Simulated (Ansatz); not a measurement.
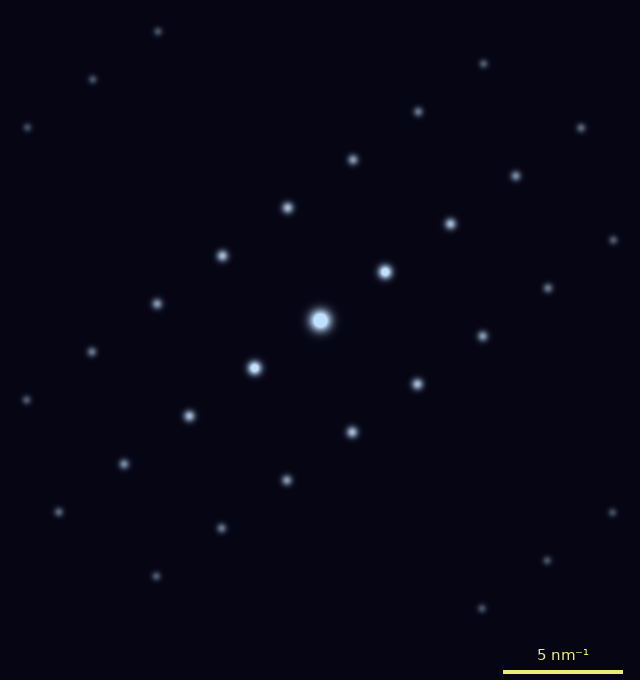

Kinematic zone-axis pattern, calculated for 200 keV electrons with B = 0.5 Å².

Q: Describe the geometry of this pattern.

A: The spots form a centred rectangular net whose two shortest vectors correspond to d = 2.92 Å and 2.03 Å, 69.7° apart.

Q: What is the point symmetry of the pattern, intensities included?

A: 2mm.

Q: What was simulated?

A: This cannot be fixed from one zone alone; the pattern is [102] of Sn, space group I4_1/amd (No. 141), a = 5.85 Å, c = 3.22 Å. The net vectors are 0 2 0 and 2 1 -1. Structure: the geometry relaxed at fixed volume with Ansatz, DFT r2SCAN, scalar-relativistic, plane waves, PAW.
